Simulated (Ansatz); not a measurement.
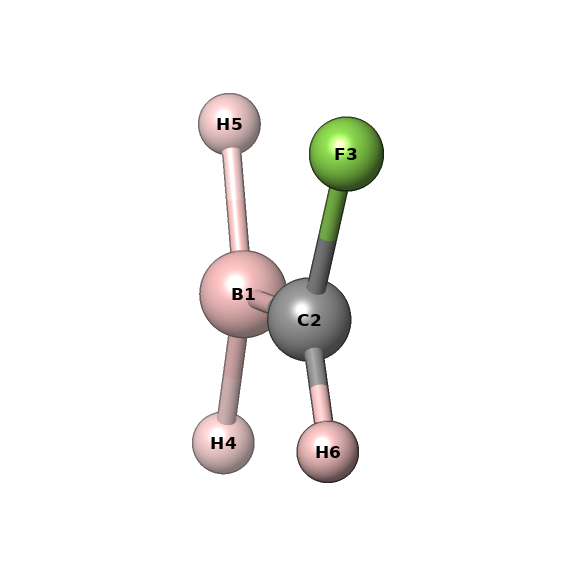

Simulated data, not a measurement (program: Ansatz).

B1 lies behind C2. The molecule seen a little off the C2–B1 bond, C2 in front. Atoms fade into the background with distance from the viewer. The species has charge −1 and is a spin singlet. Geometry: atoms displaced at random (about 0.04 Å) from a stationary point of PBE0-D4.

What is the torsion angle F3–C2–B1–H4? The sign is positive where the front bond must turn clockwise to cover the back bond.

177°, antiperiplanar (anti).
